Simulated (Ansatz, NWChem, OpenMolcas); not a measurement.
**How basis sets differ on S2 (sulfur dimer)**

S2 has 2 atoms, charge 0, and is taken as a triplet. As SMILES, `S=S`. The bond length is the measured one.

```xyz
2

S     0.0000    0.0000    0.0000
S     0.0000    0.0000    1.8892
```

Quantity: the electronic atomisation energy, in eV. The values are calculated. Electronic energies at fixed atoms, without zero-point motion or spin-orbit coupling.

```tsv
level	kind	program	value (eV)	less CCSD(T)/cc-pV5Z	CPU time (all runs)
UCCSD(T)/cc-pVDZ	coupled cluster or CI	Ansatz	3.51	-0.88	0.8 s
ROCCSD(T)/cc-pVTZ	coupled cluster or CI	OpenMolcas	4.04	-0.35	10 s
UCCSD(T)/cc-pVTZ	coupled cluster or CI	NWChem	4.03	-0.36	51 s
UCCSD(T)/cc-pVQZ	coupled cluster or CI	Ansatz	4.27	-0.12	12 s
UCCSD(T)/cc-pV5Z	coupled cluster or CI	Ansatz	4.39	0.00	41 s
```

UCCSD(T)/cc-pV5Z is the highest level here, not the true value. The values span 3.51 to 4.39 eV. Times are those of the runs behind each value, whatever else they computed, on shared processors of several kinds: orders of magnitude only.

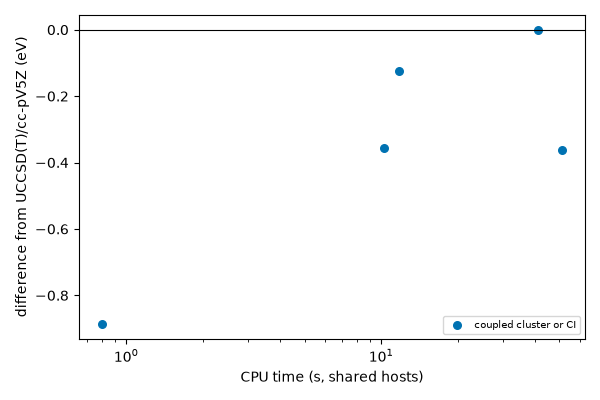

Difference from UCCSD(T)/cc-pV5Z against processor time, one point a level.
